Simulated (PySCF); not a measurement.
# CH₅F₄PSi₂: what the fields show

```xyz
13

F     2.7345    0.3634    0.2554
C     1.7100   -0.5315    0.0207
Si    0.0708    0.2584    0.6583
P    -0.0970    2.1596   -0.5210
Si   -1.6619   -1.1837    0.2897
F    -1.6133   -2.5572    1.0881
F    -3.0653   -0.5808    0.7281
F    -1.9399   -1.6793   -1.1944
H     1.7086   -0.7178   -1.0569
H     1.9839   -1.4552    0.5353
H     0.2588    0.3973    2.1187
H     0.9606    2.7801    0.1265
H    -1.0540    2.7473    0.2979
```

Geometry: GFN2-xTB.

All numbers below come from PBE0/pcSseg-1, SCF density, gas phase, non-relativistic in PySCF.

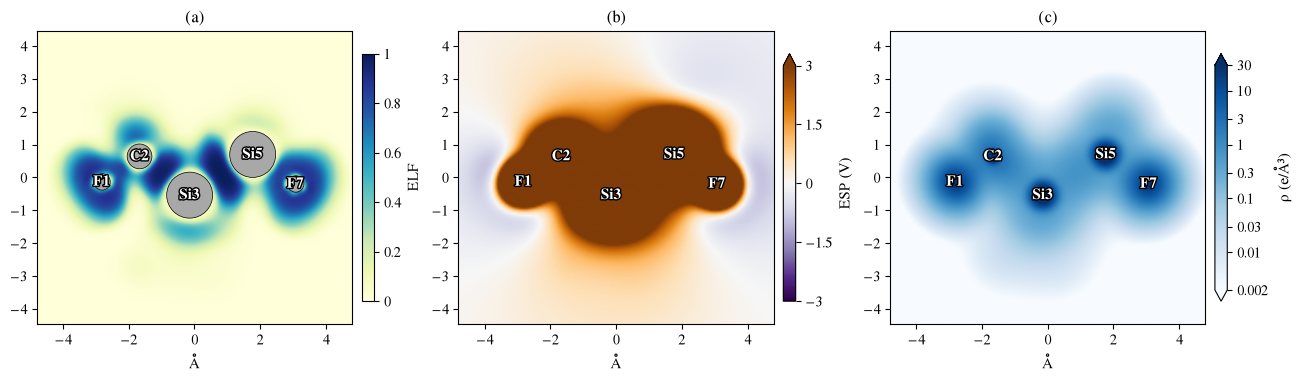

Figure 1. (a) ELF; (b) molecular electrostatic potential; (c) electron density on the plane of atoms F1, C2 and Si3. Grey discs cover the atomic cores in the ELF map.

Q: Interpret the plot.

A: The plane passes through F, C and Si nuclei.
C–F (1.38 Å): ρ is about 2.1 e/Å³ halfway, with its minimum of 1.6 e/Å³ about 0.5 Å from C; the ELF peaks at about 0.80 between the atoms (a shared but strongly polarised pair).
Si–F (1.59 Å): the density is about 1.1 e/Å³ at the midpoint; the ELF peaks at about 0.85 in the valence shell of F, 0.6 Å from its nucleus, and is about 0.45 at the midpoint.
C–Si (1.93 Å): ρ is about 0.91 e/Å³ halfway; the ELF peaks at about 1 between the atoms (a covalent bond).
Si–Si (2.28 Å): the density is about 0.73 e/Å³ at the midpoint; the ELF peaks at about 1 between the atoms, as expected for a covalent bond.
The ELF also peaks beside F7 and F1, away from the bonds: lone-pair regions.
Outside the dense part of the molecule the potential is most negative (−0.9 V) near F7.

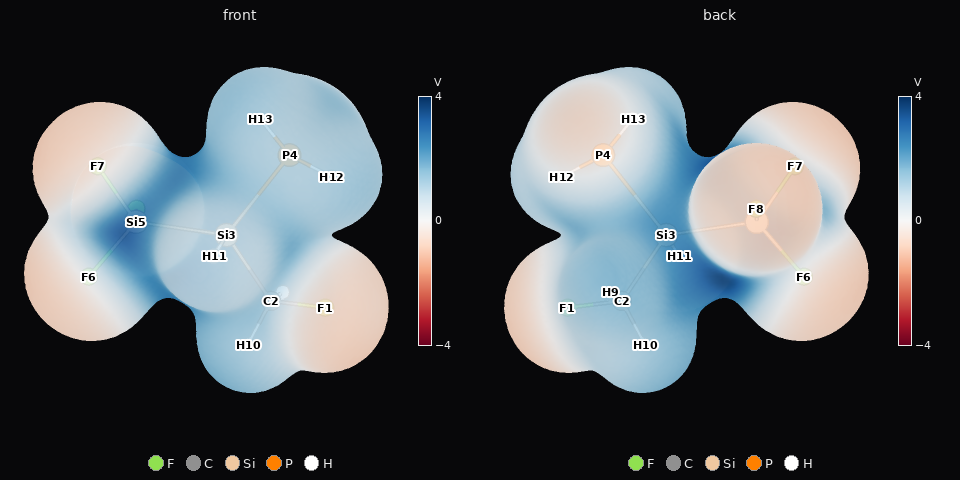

Figure 2. The electrostatic potential painted on the density surface at 0.004 e/bohr³, seen from the front and from behind; the colour scale runs from red (negative) to blue (positive).

Q: Which sites attract a positive test charge, and which a negative one?

A: A positive charge is drawn to the negative regions and a negative charge to the positive ones. The most negative region (about −0.9 V) lies over F1, F6, F7 and F8, the most positive (about +3.3 V) over Si5.

Q: How polar is the molecule by this calculation?

A: Its dipole moment is 2.02 D.
